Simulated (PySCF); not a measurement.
H$_{3}$N, SMILES `N`.

Method: ωB97X/def2-TZVP; geometry: GFN2-xTB; program: PySCF. No frequency check shows the geometry to be a minimum.

The calculation's input:

```python
import numpy as np
from pyscf import gto, scf, dft
from pyscf.scf import atom_ks, atom_hf
from scipy.linalg import block_diag

def solve(mol, dm0=None, hcore=None):
    mf = (dft.UKS if mol.spin else dft.RKS)(mol, xc='wb97x')
    mf.grids.level = 3
    mf = mf.density_fit(auxbasis='def2-universal-jkfit')
    mf.conv_tol, mf.max_cycle = 1e-8, 80
    if hcore is not None:
        mf.get_hcore = lambda *args: hcore
    mf.kernel(dm0)
    if not mf.converged:
        mf = mf.newton().run(mf.mo_coeff, mf.mo_occ, max_cycle=30)
    assert mf.converged, 'SCF not converged'
    return mf

mol = gto.M(atom='''
N      0.00002    -0.00002     0.11002
H      0.87174    -0.36201    -0.25676
H     -0.74953    -0.57379    -0.25671
H     -0.12233     0.93596    -0.25667
''', basis='def2-tzvp', charge=0, spin=0, verbose=4)
mf = solve(mol)
mf.analyze()
# spherically averaged free atoms, for the promolecule
atm = atom_ks.get_atm_nrks(mol, xc='wb97x')
pro = block_diag(*[(atm[a[0]][2] * atm[a[0]][3]) @ atm[a[0]][2].T for a in mol._atom])
np.savez('result.npz', e=mf.e_tot, c=mf.mo_coeff, occ=mf.mo_occ, eps=mf.mo_energy, pro=pro, dip=mf.dip_moment(verbose=0), s2=mf.spin_square()[0])
```

Run with:

```sh
OMP_NUM_THREADS=1 python input.py
```

The run took 2.2 s on 1 thread of Intel(R) Xeon(R) 6975P-C (Granite Rapids) (shared host), peak memory 0.19 GiB.

Partitions, critical points and surface values were worked out afterwards from this run's density.

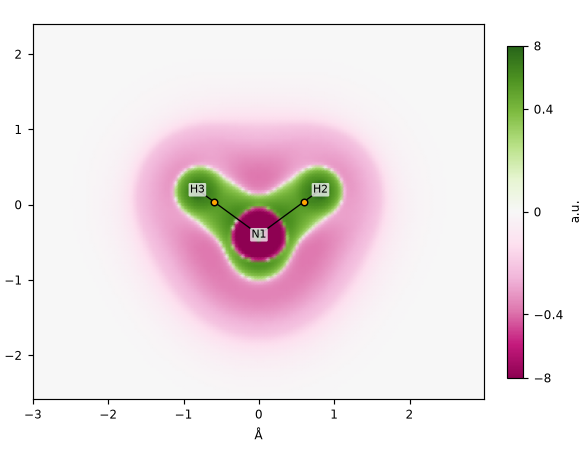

Negative Laplacian of the density (−∇²ρ) in the plane of N1, H2 and H3 (green positive, pink negative, colour scale in a.u., logarithmic beyond ±0.04), with bond paths and bond critical points (dots).

At which bond critical points in this plane is charge locally concentrated, and at which depleted?

Answer. Concentrated (∇²ρ < 0): N1–H2 and N1–H3 (−1.60 a.u.). At none is it depleted.

Where along N1–H2 does the critical point lie?

Answer. 0.74 Å from N1 and 0.27 Å from H2.
